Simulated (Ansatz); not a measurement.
**Two runs on CH6F2Si2**

System: CH6F2Si2, SMILES C[SiH2][SiH](F)F.
Method of run 1: RKS PBE-QIDH (frozen core)/def2-TZVPP (Ansatz 0.2.0).

The geometry comes from this level: PBE0-D4/def2-TZVP. Text and figures count atoms from 1; the logs count them from 0 in places.

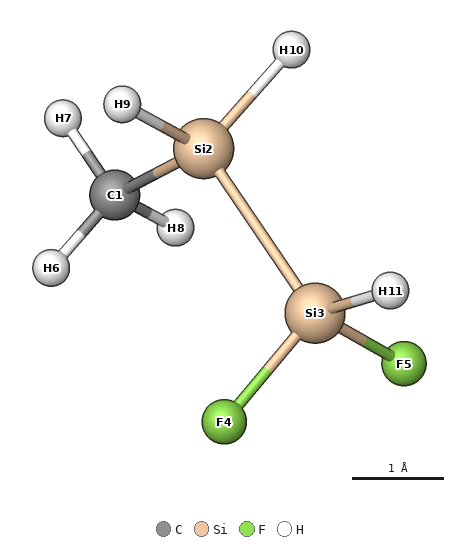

Figure 1. The structure as given in the input (ball-and-stick view, seen at a tilt; atoms are numbered from 1 in the order of the input). Bond lengths as drawn: C–H 1.09 Å, C–Si 1.87 Å, F–Si 1.60 Å, H–Si 1.48 to 1.49 Å and Si–Si 2.34 Å.

### Input, run 1
```yaml
crystal:
  periodic: [false, false, false]
  atoms:
    - {symbol: C, position_ang: [-1.072620, 1.156887, 0.698278]}
    - {symbol: Si, position_ang: [0.477113, 0.106322, 0.760530]}
    - {symbol: Si, position_ang: [0.689190, -1.177548, -1.188184]}
    - {symbol: F, position_ang: [-0.602940, -2.100494, -1.358259]}
    - {symbol: F, position_ang: [0.723281, -0.210980, -2.458983]}
    - {symbol: H, position_ang: [-1.959781, 0.527526, 0.604023]}
    - {symbol: H, position_ang: [-1.169825, 1.754041, 1.607273]}
    - {symbol: H, position_ang: [-1.042855, 1.835028, -0.156868]}
    - {symbol: H, position_ang: [0.451479, -0.830737, 1.918232]}
    - {symbol: H, position_ang: [1.699540, 0.948931, 0.881731]}
    - {symbol: H, position_ang: [1.872817, -2.065976, -1.287173]}
basis:
  gaussian: {orbitals: def2-TZVPP}
hamiltonian: {xc: {name: PBE-QIDH}}
```

Command:
```bash
ansatz run in.yaml --threads 4 --pin off --events-out ev --progress --plain --max-ram 10444MiB
```

Hardware: 4 threads of AMD EPYC, 15 GiB of memory available, shared host.

### Output (run 1)
```
Functional definition: PBE-QIDH
  parameter a = 3^(-1/3)
  parameter c = 1/3
  exchange = (1 - a)*pbe_x + a*exact_x
  correlation = (1 - c)*pbe_c + c*(mp2_os + mp2_ss)
1539 factors; integrals over basis functions are off by at most 9.4e-4 eV
mean field evaluation 1: about -22298.7800 eV, gradient 4.8e1 eV
mean field evaluation 2: about -22298.9517 eV, gradient 4.8e1 eV
mean field evaluation 4: about -22303.1592 eV, gradient 3.4e0 eV
mean field evaluation 8: about -22303.1998 eV, gradient 1.7e-1 eV
mean field evaluation 16: about -22303.1999 eV, gradient 1.2e-4 eV
mean field -22303.19985663 eV, -819.6274770793 hartree, gradient 6.6e-6 eV, S^2 0.000000; 0 other end points of the search recorded, 0 dependent functions left out
13 core orbitals not correlated: weight in the atoms' cores, before any rotation towards them, 1.000 or more for the frozen orbitals, at most 0.000 for the correlated occupied ones
reference -22303.19986981 eV, -819.6274775635 hartree; 16, 16 occupied and 232, 232 virtual orbitals, 1539 factors
second order -27.96515506 eV of doubles, -0.00000000 eV of singles
Total energy: -22312.52158816 eV, -819.9700443945 hartree
```

For run 2 the input was changed thus:
```diff
-hamiltonian: {xc: {name: PBE-QIDH}}
+hamiltonian: {xc: {name: B2PLYP}}
```

How does run 2 compare with run 1?

The total energies belong to different methods, so their difference says nothing on which is more stable or more accurate. The functional changes from PBE-QIDH to B2PLYP.

### Output (run 2)
```
Functional definition: B2PLYP
  parameter a = 0.53
  parameter c = 0.27
  exchange = (1 - a)*b88_x + a*exact_x
  correlation = (1 - c)*lyp_c + c*(mp2_os + mp2_ss)
1539 factors; integrals over basis functions are off by at most 9.4e-4 eV
mean field evaluation 1: about -22307.0758 eV, gradient 5.5e1 eV
mean field evaluation 2: about -22307.2090 eV, gradient 5.5e1 eV
mean field evaluation 4: about -22312.4758 eV, gradient 4.7e0 eV
mean field evaluation 8: about -22312.5255 eV, gradient 3.9e-1 eV
mean field evaluation 16: about -22312.5258 eV, gradient 3.7e-5 eV
mean field -22312.52579508 eV, -819.9701989961 hartree, gradient 5.7e-6 eV, S^2 0.000000; 0 other end points of the search recorded, 0 dependent functions left out
13 core orbitals not correlated: weight in the atoms' cores, before any rotation towards them, 1.000 or more for the frozen orbitals, at most 0.000 for the correlated occupied ones
reference -22312.52597277 eV, -819.9702055258 hartree; 16, 16 occupied and 232, 232 virtual orbitals, 1539 factors
second order -29.96617494 eV of doubles, -0.00000000 eV of singles
Total energy: -22320.61684000 eV, -820.2675394125 hartree
```

### The two runs side by side

| quantity | run 1 | run 2 |
| --- | --- | --- |
| outcome | converged | converged |
| total energy (hartree) | −819.970044 | −820.267539 |
| basis functions | 261 | 261 |
| wall time (shared host) | 2.4 s | 2.3 s |
